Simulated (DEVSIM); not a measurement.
Device: Schottky contact on n-type GaN, at 300 K.

```
layer (left to right)  material  thickness (μm)  Nd (cm⁻³)  τn (s)  τp (s)
---------------------  --------  --------------  ---------  ------  ------
1                           GaN            6.10     2.8e17    3e-9    3e-9
```

Left contact: Schottky, work function 5.72 eV, emission velocity 1.5e6 cm/s. Right contact: ohmic. Voltage is applied to the left contact. Recombination: SRH at mid-gap, radiative, Auger. Mobility is constant in doping.

Constants are typed, rounded textbook-type inputs, not results; the design itself was drawn at random and stands for no fabricated device. Values at 300 K.

```
parameter         GaN
-------------  ------
gap (eV)         3.43
affinity (eV)     4.1
permittivity      9.5
Nc (cm⁻³)      2.3e18
Nv (cm⁻³)      4.6e19
μn (cm²/Vs)      1200
μp (cm²/Vs)       100
B (cm³/s)       1e-11
Cn (cm⁶/s)      1e-30
Cp (cm⁶/s)      1e-30
```

DEVSIM, 1D drift-diffusion, Boltzmann statistics, complete ionisation; no tunnelling, impact ionisation, image-force lowering or self-heating. Metal contacts follow the ideal Schottky-Mott rule: no Fermi-level pinning, no interface dipoles.

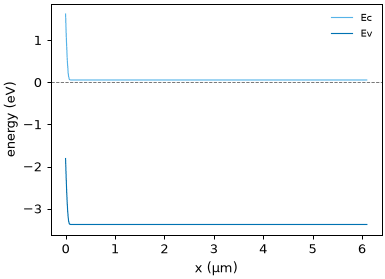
Fig. 1. Band edges at zero bias

Energies count from the Fermi level of the right contact; mesh points crowd at the junctions.

| x (μm) | Ec (eV) | Ev (eV) | n (cm⁻³) | p (cm⁻³) | field (V/cm) |
|---|---|---|---|---|---|
| 0.000 | 1.620 | -1.810 | < 1e2 | < 1e2 | -400000 |
| 0.01208 | 1.169 | -2.261 | < 1e2 | < 1e2 | -340000 |
| 0.03244 | 0.586 | -2.844 | 3.3e8 | < 1e2 | -230000 |
| 0.06071 | 0.142 | -3.288 | 9.4e15 | < 1e2 | -82000 |
| 0.1255 | 0.054 | -3.376 | 2.8e17 | < 1e2 | -25 |
| 0.2095 | 0.054 | -3.376 | 2.8e17 | < 1e2 | ≈ 0 |
| 0.3261 | 0.054 | -3.376 | 2.8e17 | < 1e2 | ≈ 0 |
| 0.5934 | 0.054 | -3.376 | 2.8e17 | < 1e2 | ≈ 0 |
| 0.9017 | 0.054 | -3.376 | 2.8e17 | < 1e2 | ≈ 0 |
| 1.421 | 0.054 | -3.376 | 2.8e17 | < 1e2 | ≈ 0 |
| 2.143 | 0.054 | -3.376 | 2.8e17 | < 1e2 | ≈ 0 |
| 3.614 | 0.054 | -3.376 | 2.8e17 | < 1e2 | ≈ 0 |
| 4.516 | 0.054 | -3.376 | 2.8e17 | < 1e2 | ≈ 0 |
| 5.051 | 0.054 | -3.376 | 2.8e17 | < 1e2 | ≈ 0 |
| 5.516 | 0.054 | -3.376 | 2.8e17 | < 1e2 | ≈ 0 |
| 5.718 | 0.054 | -3.376 | 2.8e17 | < 1e2 | ≈ 0 |
| 5.864 | 0.054 | -3.376 | 2.8e17 | < 1e2 | ≈ 0 |
| 5.951 | 0.054 | -3.376 | 2.8e17 | < 1e2 | ≈ 0 |
| 6.026 | 0.054 | -3.376 | 2.8e17 | < 1e2 | ≈ 0 |
| 6.061 | 0.054 | -3.376 | 2.8e17 | < 1e2 | ≈ 0 |
| 6.082 | 0.054 | -3.376 | 2.8e17 | < 1e2 | ≈ 0 |
| 6.100 | 0.054 | -3.376 | 2.8e17 | < 1e2 | ≈ 0 |
